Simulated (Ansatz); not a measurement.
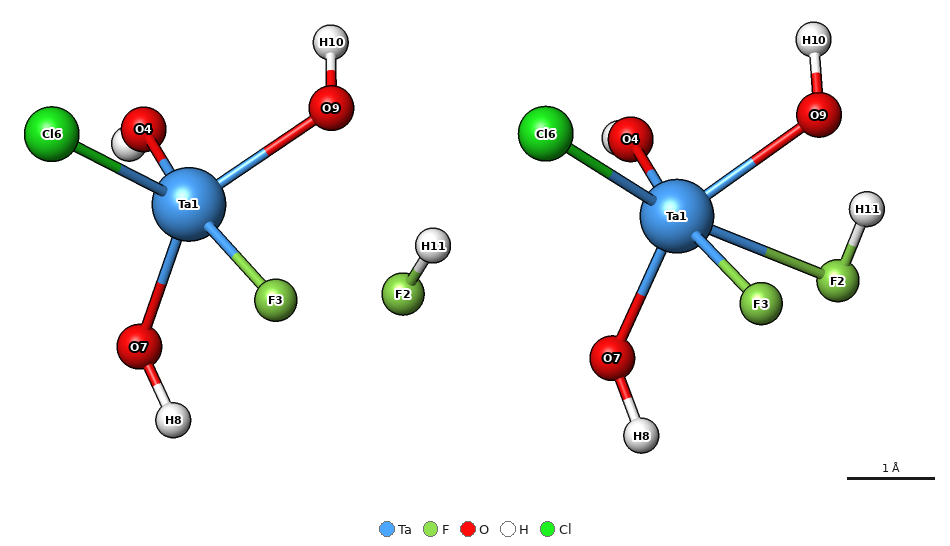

Two geometries of TaH4O3ClF2, drawn at one scale. One is the start of a relaxation, the other its converged end. A ball-and-stick model, seen at a tilt.

Computed with RKS PBE0-D4/def2-SVP in Ansatz. Set-up: no spin polarisation; force threshold 0.03 eV/Å; at most 50 steps.

**Which one is relaxed?**

The right one is the relaxed one. The run prepares an end point of a later path (reaction) calculation, from a guessed geometry. After 9 accepted moves (10 points after the start) the energy has fallen by 5.09 kcal/mol. Largest force component: 0.92 eV/Å at the start, 0.028 eV/Å at the end. The line search rejected the trial step at point 6 of the run. An H atom moves most after the best rigid fit: 0.63 Å. By element the largest moves are H 0.63 Å, F 0.55 Å, Cl 0.24 Å, Ta 0.23 Å, O 0.20 Å. Among the contacts that change: F–Ta 3.126 → 2.367 Å, H–Ta 3.013 → 2.345 Å, F–H 0.928 → 0.991 Å, O–Ta 1.986 → 2.016 Å. New bonds form, among them: F–Ta (3.13 → 2.37 Å). Among the angles between lasting bonds that change: O–Ta–O 137.5° → 146.4°, Ta–O–H 142.1° → 150.9°, Ta–O–H 122.6° → 128.8°.

Limits of the set-up: the start holds two separate molecules, 2.2 Å apart at their closest, whose relative position is a soft coordinate.
